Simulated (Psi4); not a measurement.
**SiO2 (silicon dioxide molecule) at MP2/jun-cc-pVTZ (density fitting, density fitting for correlation, sweep point 8)**

Aim: the vertical ionisation energy of SiO2 (silicon dioxide molecule) at MP2/jun-cc-pVTZ (density fitting, density fitting for correlation, sweep point 8), from 2 runs. 

Program for the calculation: Psi4 1.11.

**1. The molecule**

SiO2: 3 atoms, total charge 0, spin state singlet. As SMILES, `O=[Si]=O`. The shape is that of a PBE0-D4/def2-TZVP optimisation.

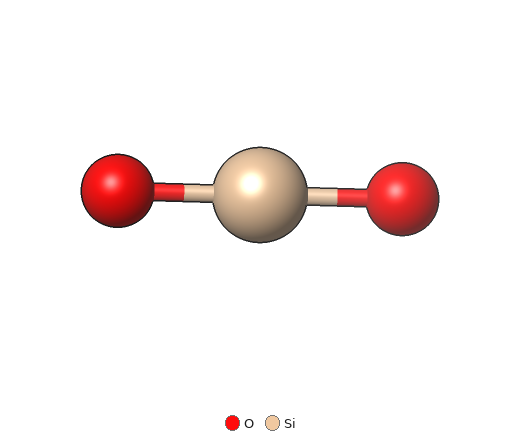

Viewed from a chosen angle; oxygen red, silicon light orange.

**2. A single-point energy at MP2/jun-cc-pVTZ (density fitting, density fitting for correlation, sweep point 8)**

Input file o2si.dat:

```
memory 1.6 GB

molecule geom {
  O      0.697730     1.229600     0.518760
  Si    -0.000010     0.000000     0.000000
  O     -0.697730    -1.229610    -0.518760
  symmetry c1
}

set {
  basis jun-cc-pVTZ
  puream true
  scf_type df
  num_frozen_docc 7
}

e, wfn = energy("mp2", return_wfn=True)
```

Run with:

```console
$ psi4 -n 1 o2si.dat o2si.out
```

o2si.out:

```text
[...]
  Running in c1 symmetry.
[...]
  Nuclear repulsion =   89.956438948079580
[...]
  Multiplicity = 1
[...]
  Nalpha       = 15
  Nbeta        = 15
[...]
    Number of basis functions: 121
[...]
   @DF-RHF iter   1:  -438.48490393127844   -9.66549e-01   6.44848e-03 DIIS/ADIIS
[...]
   @DF-RHF iter  11:  -438.72190249543866   -1.70530e-13   4.65513e-09 DIIS
[...]
    Orbital Energies [Eh]
    ---------------------
    Doubly Occupied:
       1A    -68.880280     2A    -20.584662     3A    -20.584646
       4A     -6.228978     5A     -4.335821     6A     -4.335821
       7A     -4.332804     8A     -1.327844     9A     -1.301043
      10A     -0.653057    11A     -0.570447    12A     -0.553312
      13A     -0.553312    14A     -0.510784    15A     -0.510784
[...]
  @DF-RHF Final Energy:  -438.72190249543866
   => Energetics <=
    Nuclear Repulsion Energy =             89.9564389480795796
    One-Electron Energy =                -786.8294891501933535
    Two-Electron Energy =                 258.1511477066750899
    Total Energy =                       -438.7219024954386555
[...]
 Multipole Moments:
 ------------------------------------------------------------------------------------
     Multipole            Electronic (a.u.)      Nuclear  (a.u.)        Total (a.u.)
 ------------------------------------------------------------------------------------
 L = 1.  Multiply by 2.5417464519 to convert [e a0] to [Debye]
 Dipole X            :         -0.0000306           -0.0000001           -0.0000307
 Dipole Y            :         -0.0000006           -0.0000000           -0.0000006
 Dipole Z            :         -0.0000016           -0.0000000           -0.0000016
 Magnitude           :                                                    0.0000308
[...]
```

Wall time 4.8 s (1 thread of Intel Xeon at 2.70GHz, shared host); peak memory 0.33 GiB.

**3. The doublet cation at the same level**

Input file calc.dat:

```
memory 1.6 GB

molecule {
  1 2
  O      0.697730     1.229600     0.518760
  Si    -0.000010     0.000000     0.000000
  O     -0.697730    -1.229610    -0.518760
  symmetry c1
}

set reference uhf
set puream true
set scf_type df
set num_frozen_docc 7
set maxiter 100

e_tot = energy('mp2/jun-cc-pVTZ')
print_variables()
```

Run with:

```console
$ psi4 -n 1 calc.dat calc.out
```

calc.out:

```text
[...]
  Running in c1 symmetry.
[...]
  Nuclear repulsion =   89.956438948079580
[...]
  Multiplicity = 2
[...]
  Nalpha       = 15
  Nbeta        = 14
[...]
    Number of basis functions: 121
[...]
   @DF-UHF iter   1:  -438.14408907208980   -6.25734e-01   4.17045e-03 ADIIS/DIIS
[...]
   @DF-UHF iter  19:  -438.30476197224198    1.10617e-10   2.98467e-09 DIIS
[...]
   @S^2 Observed:                1.088818979E+00
[...]
    Orbital Energies [Eh]
    ---------------------
    Alpha Occupied:
       1A    -69.181827     2A    -20.959994     3A    -20.959983
       4A     -6.531034     5A     -4.638989     6A     -4.638863
       7A     -4.632608     8A     -1.721594     9A     -1.701307
      10A     -0.997296    11A     -0.971167    12A     -0.956177
      13A     -0.938346    14A     -0.905980    15A     -0.883017
    Alpha Virtual:
      16A     -0.257443    17A     -0.163982    18A     -0.162182
      19A     -0.073521    20A     -0.071912    21A     -0.063615
      22A     -0.062434    23A     -0.036404    24A     -0.036279
      25A      0.003803    26A      0.012330    27A      0.016886
[...]
  @DF-UHF Final Energy:  -438.30476197224198
   => Energetics <=
    Nuclear Repulsion Energy =             89.9564389480795796
    One-Electron Energy =                -777.0100455550433480
    Two-Electron Energy =                 248.7488446347217632
    Total Energy =                       -438.3047619722419768
  UHF NO Occupations:
  HONO-2 :   13  A 1.9925555
  HONO-1 :   14  A 1.8312048
[...]
 Multipole Moments:
 ------------------------------------------------------------------------------------
     Multipole            Electronic (a.u.)      Nuclear  (a.u.)        Total (a.u.)
 ------------------------------------------------------------------------------------
 L = 1.  Multiply by 2.5417464519 to convert [e a0] to [Debye]
 Dipole X            :         -0.0001255           -0.0000001           -0.0001255
 Dipole Y            :         -0.0000022           -0.0000000           -0.0000022
 Dipole Z            :         -0.0000079           -0.0000000           -0.0000079
 Magnitude           :                                                    0.0001258
[...]
```

It took 5.1 s on 1 thread of Intel Xeon at 2.70GHz, shared host; peak memory 0.32 GiB.

**4. Results**

Level: MP2/jun-cc-pVTZ (density fitting, density fitting for correlation, sweep point 8), 7 core orbitals frozen.

| quantity | value |
| --- | --- |
| singlet SiO2: total energy | -439.31493 Eh |
| singlet SiO2: HOMO energy (Hartree–Fock orbitals) | -13.90 eV |
| singlet SiO2: LUMO energy (Hartree–Fock orbitals) | -0.38 eV |
| singlet SiO2: HOMO–LUMO gap (Hartree–Fock orbitals) | 13.52 eV |
| singlet SiO2: correlation energy (7 core orbitals frozen) | -593.0 mEh |
| doublet cation: total energy | -438.80399 Eh |
| doublet cation: HOMO energy (Hartree–Fock orbitals) (highest over α and β) | -18.48 eV |
| doublet cation: LUMO energy (Hartree–Fock orbitals) (lowest over α and β) | -9.22 eV |
| doublet cation: correlation energy (7 core orbitals frozen) | -499.2 mEh |
| doublet cation: ⟨S²⟩ of the reference determinant | 1.089 |
| vertical ionisation energy (to the doublet cation) | 13.903 eV |

**Reading.** The vertical ionisation energy comes to 13.90 eV (1341 kJ/mol). ⟨S²⟩ (doublet cation) is 1.09 where a pure doublet has 0.75: the reference is spin-contaminated.
